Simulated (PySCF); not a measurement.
## NMR shielding calculation of C$_{3}$H$_{9}$BOSi

System: C$_{3}$H$_{9}$BOSi, SMILES BO[SiH2]C(=C)C.
Method: GIAO PBE0/pcSseg-1 NMR shielding, non-relativistic, gas phase (PySCF 2.14.0).

The geometry comes from this level: GFN2-xTB, MD frame at 250 fs, 400 K. It belongs to a series of runs on one base structure; here: MD frame at 250 fs, 400 K. Figures and captions count atoms from 1; the log counts them from 0 in places.

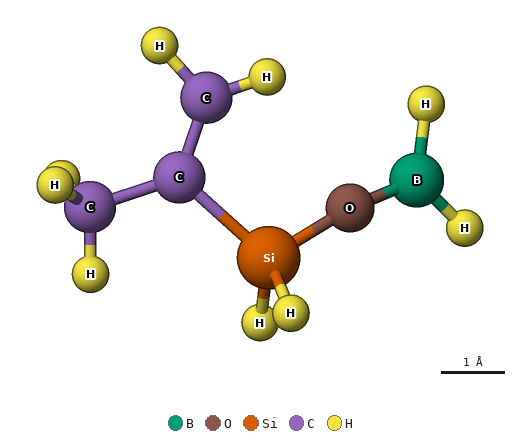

*The structure (ball-and-stick view, seen at a tilt).*

Bond lengths as drawn: B–H 1.18 to 1.23 Å, B–O 1.33 Å, C–C 1.34 to 1.50 Å, C–H 1.02 to 1.13 Å, C–Si 1.92 Å, H–Si 1.43 to 1.57 Å and O–Si 1.56 Å.

**Results in brief**

```csv
quantity,value
outcome,converged
total energy,−508.889008 hartree
HOMO,−7.61 eV
LUMO,−0.80 eV
dipole moment,1.51 D
"isotropic shielding, B",51.4 ppm
"isotropic shielding, O",145.4 ppm
"isotropic shielding, Si",396.1 ppm
"isotropic shielding, C",32.4 to 166.9 ppm
"isotropic shielding, H",24.9 to 29.8 ppm
hardware,"1 CPU thread, shared host"
wall time,15 s
peak memory,0.72 GiB
```

**Input file**
```
{"job": {"kind": "nmr", "xc": "PBE0", "basis": "pcSseg-1", "pop": false}, "charge": 0, "multiplicity": 1}
B      2.268100     1.465600    -0.543600
O      1.427500     0.618300     0.044000
Si     0.613500    -0.679100     0.327900
C     -1.193500    -0.272800    -0.160400
C     -1.414100     1.040400    -0.331700
C     -2.185200    -1.387100    -0.338600
H      1.866600     2.575900    -0.885700
H      3.376600     1.138100    -0.755100
H      1.082700    -1.163800     1.740700
H      1.175800    -1.726700    -0.469600
H     -0.747900     1.807100    -0.196200
H     -2.450600     1.396200    -0.551500
H     -3.012000    -1.273500     0.425500
H     -2.608600    -1.294000    -1.346400
H     -1.647300    -2.324300    -0.302800
```

The first line tells a small driver script what to run in PySCF; the rest is the geometry in Å.

Command:
```bash
OMP_NUM_THREADS=1 python <driver script> task.json out
```

**What the program printed**
```
coarse grid: 12640 points
cycle   1  E = -508.7468885309  dE =  5.397e-01  |g| = 7.151e-01  |ddm| = 3.368e+00
cycle   2  E = -508.6142855645  dE =  1.326e-01  |g| = 1.103e+00  |ddm| = 1.319e+00
cycle   3  E = -508.8406493096  dE = -2.264e-01  |g| = 1.069e-01  |ddm| = 9.182e-01
cycle   4  E = -508.8428134550  dE = -2.164e-03  |g| = 3.778e-02  |ddm| = 1.100e-01
cycle   5  E = -508.8431744483  dE = -3.610e-04  |g| = 7.943e-03  |ddm| = 3.906e-02
cycle   6  E = -508.8431866450  dE = -1.220e-05  |g| = 4.261e-03  |ddm| = 1.020e-02
cycle   7  E = -508.8431912520  dE = -4.607e-06  |g| = 7.302e-04  |ddm| = 4.024e-03
final grid: 116320 points
cycle   8  E = -508.8889915169  dE = -2.816e-05  |g| = 8.619e-03  |ddm| = 2.191e-02
cycle   9  E = -508.8889789069  dE =  1.261e-05  |g| = 1.196e-02  |ddm| = 1.432e-02
cycle  10  E = -508.8890073082  dE = -2.840e-05  |g| = 1.257e-03  |ddm| = 8.508e-03
cycle  11  E = -508.8890076391  dE = -3.310e-07  |g| = 1.988e-04  |ddm| = 1.172e-03
cycle  12  E = -508.8890076474  dE = -8.299e-09  |g| = 6.929e-05  |ddm| = 2.376e-04
cycle  13  E = -508.8890076483  dE = -8.937e-10  |g| = 4.082e-05  |ddm| = 9.690e-05
cycle  14  E = -508.8890076488  dE = -4.301e-10  |g| = 6.136e-06  |ddm| = 3.604e-05
```

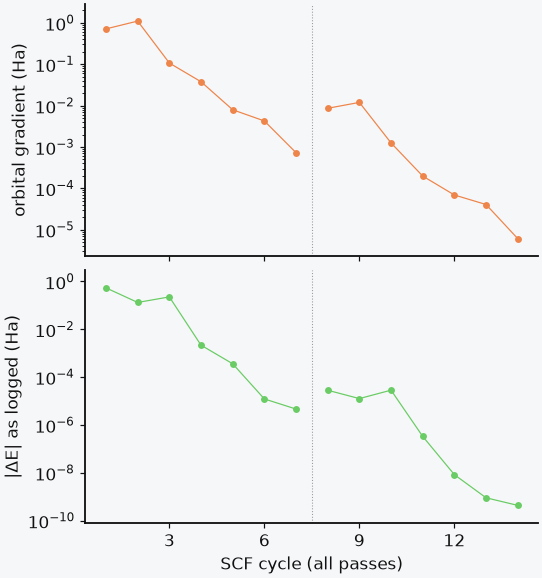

*Convergence of the self-consistent field: orbital gradient and size of the energy change against the SCF cycle. The dotted line marks the change from a coarse to the final integration grid.*

The first 7 cycles use a coarse grid, the final grid takes over at cycle 8, and the field converges after 14 cycles in all.

```
converged SCF energy = -508.8890076488

GIAO shielding tensors (ppm)
atom      isotropic    diamagn.    paramagn.     s11        s22        s33       span
  0 B       51.369     194.287    -142.918      0.745     48.339    105.021    104.275
  1 O      145.416     395.290    -249.875    -21.300     71.642    385.905    407.205
  2 Si     396.146     882.039    -485.893    350.763    375.640    462.035    111.272
  3 C       32.358     266.053    -233.695    -76.057     10.840    162.292    238.350
  4 C       44.974     253.011    -208.037    -83.241     54.139    164.024    247.265
  5 C      166.926     246.117     -79.191    152.468    163.936    184.374     31.906
  6 H       25.492      30.114      -4.621     24.306     25.468     26.703      2.397
  7 H       26.019      29.772      -3.753     25.270     25.908     26.879      1.609
  8 H       25.039      28.174      -3.135     22.302     23.806     29.008      6.706
  9 H       26.705      31.185      -4.480     23.616     25.699     30.799      7.183
 10 H       25.348      34.863      -9.515     21.100     25.071     29.871      8.771
 11 H       24.950      29.595      -4.645     21.717     24.174     28.958      7.241
 12 H       28.306      26.483       1.823     24.320     26.578     34.019      9.699
 13 H       29.151      27.976       1.174     25.195     27.658     34.599      9.404
 14 H       29.790      29.441       0.349     25.337     29.718     34.314      8.977
```

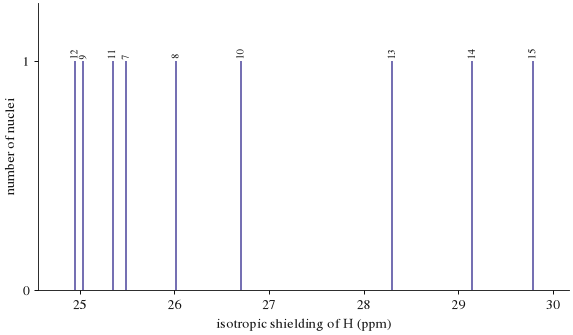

*Isotropic shieldings of the hydrogen nuclei in this fixed geometry, labelled by atom number; shielding grows to the right, so chemical shift grows to the left.*

The least shielded is H12 (24.9 ppm), the most shielded H15 (29.8 ppm).
